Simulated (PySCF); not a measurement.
The calculation's input:

```
{"job": {"kind": "nmr", "xc": "KT2", "basis": "pcSseg-1", "pop": false}, "charge": 0, "multiplicity": 1}
F      1.878799    -0.745763    -0.650632
C      1.260819    -0.085545     0.367599
C      0.002292     0.609390    -0.161776
F     -0.328420     1.638223     0.673863
C     -1.202924    -0.343389    -0.243794
F     -1.469651    -0.916171     0.933491
F     -0.974430    -1.326052    -1.118462
F     -2.307330     0.290267    -0.639381
H      1.953774     0.673979     0.745029
H      1.026205    -0.813283     1.151275
H      0.182564     1.029024    -1.161066
```

Run with:

```sh
OMP_NUM_THREADS=1 python ens_run.py task.json out
```

Geometry: GFN2-xTB.

Method: PySCF 2.14.0, KT2/pcSseg-1, SCF density, gas phase, non-relativistic.

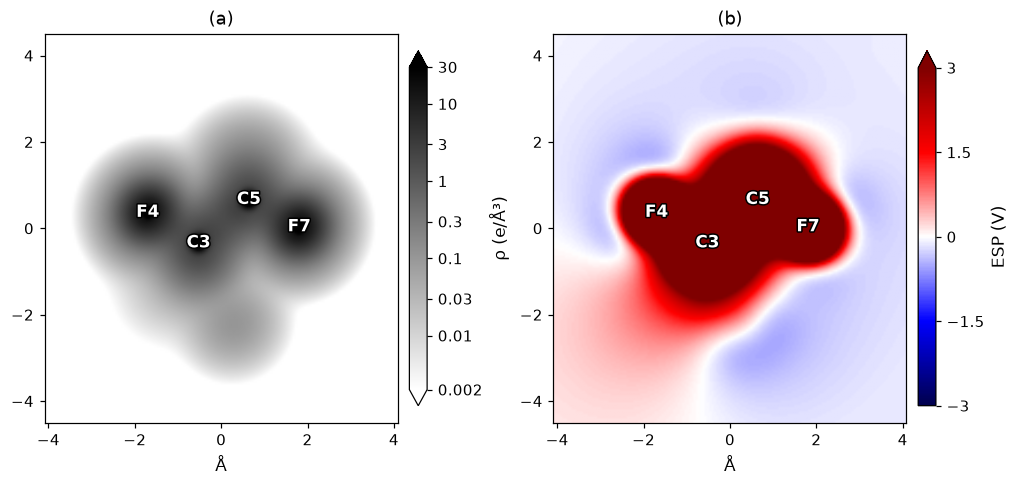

C₃H₃F₅ (SMILES FC[C@H](F)C(F)(F)F). (a) total electron density; (b) electrostatic potential on the plane of atoms C3, C5 and F7.

**What do the fields say about this system?**

The plane passes through C and F nuclei.
C–F (1.34 Å): ρ at the midpoint is about 2.4 e/Å³.
C–C (1.54 Å): ρ at the midpoint is about 1.7 e/Å³.
Outside the dense part of the molecule the potential is most negative (−0.5 V) near F1, which lies off the plane.
